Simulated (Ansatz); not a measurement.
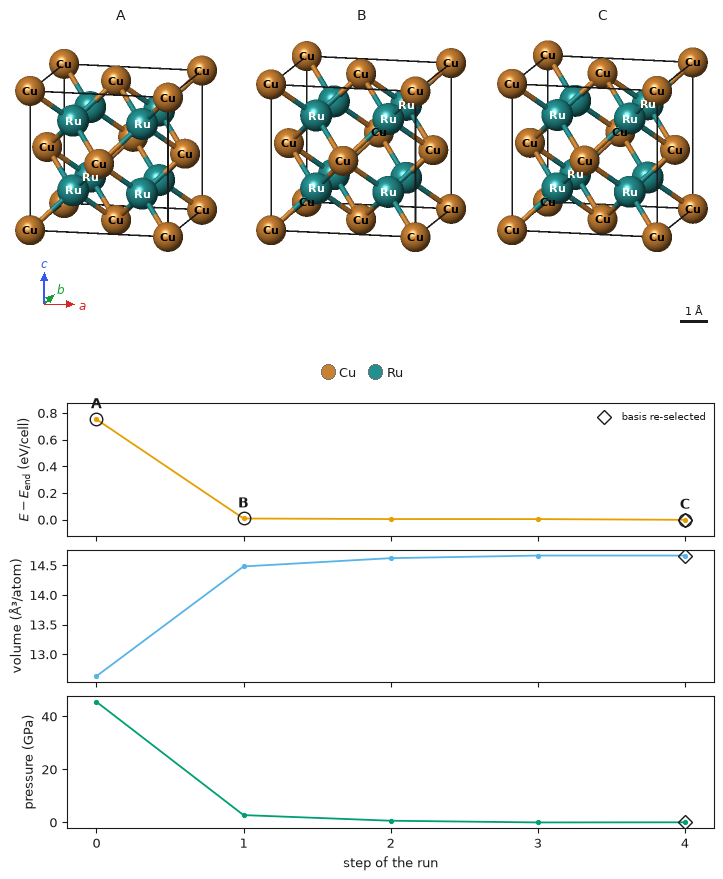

Frames of a relaxation of solid CuRu2 (built on the fluorite_225 type) (coarse preliminary run), marked on the history of the run. Style: ball-and-stick. Shown: the conventional cell (4 times the calculation's cell), slightly off an axis. Lengths and directions refer to the drawn axes.

Case: fluorite type (Fm-3m, No. 225).

The calculation used DFT r2SCAN, scalar-relativistic, plane waves, PAW in Ansatz. (plane-wave cutoff 500 eV; k-point mesh 6 × 6 × 6; occupations gaussian; smearing width 0.1 eV; no spin polarisation; cell and atoms relaxed; force threshold 0.04 eV/Å; at most 70 steps)

Describe the path.

Answer. After 3 accepted moves (4 points after the start) the energy has fallen by 0.754 eV per cell of the calculation. All forces vanish by symmetry, so only the cell relaxes. Pressure: 45.53 GPa at the start and 0.06 GPa at the end. The SCF was repeated once at an unchanged geometry on a basis and grid sized afresh for the cell, which shifted the energy by 5.6 meV per cell of the calculation at most. The atoms keep their places relative to the cell (all moves are under 0.005 Å). The volume changes by +16.1 %, with a = b = c 5.332 → 5.604 Å (+5.1 %). Near-neighbour distances that change, for instance: Ru–Ru 2.666 → 2.802 Å, Cu–Ru 2.309 → 2.427 Å. The space group stays Fm-3m (No. 225). From step 0 to 1: volume +14.7 %, energy −0.744 eV per cell of the calculation. From step 1 to 4: volume +1.3 %, energy −10.0 meV per cell of the calculation.
